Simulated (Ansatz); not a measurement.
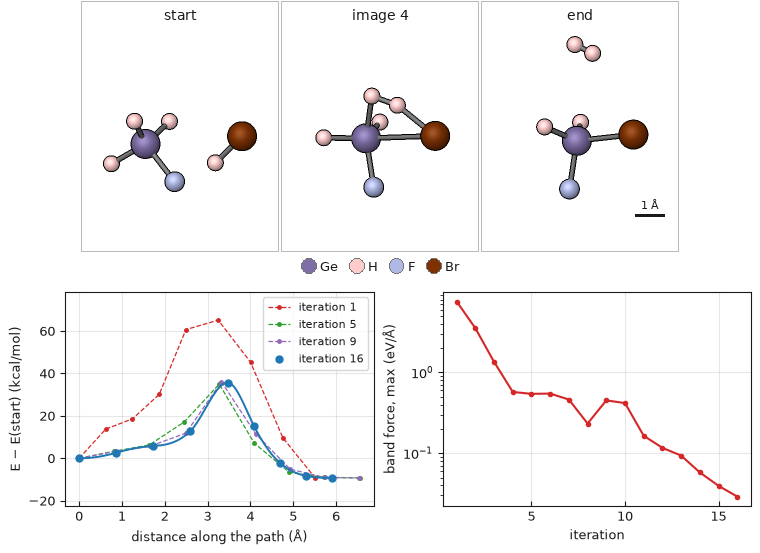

NEB run on GeH4BrF. Images are numbered from 0 (start) to 8 (end). The plot follows the band through its iterations. A ball-and-stick model, seen at a tilt.

Theory: RKS PBE-D4/def2-SVP (Ansatz 0.2.0). Run with 7 movable images; climbing image; force threshold 0.03 eV/Å; iteration limit 60; starting path through a guess of the saddle point.

Judge this run.

The result is final at these settings. The band converged in 16 iterations. The largest component of the band force went from 7.6 to 0.029 eV/Å. The climbing image converged on the top of the path. Its vibrational analysis gives one imaginary mode (877i cm⁻¹), as a transition state must have. The first iteration put the highest image at 65.1 kcal/mol. The highest point, image 4, lies 35.7 kcal/mol above the start and 44.9 kcal/mol above the end; the end is at −9.2 kcal/mol relative to the start.
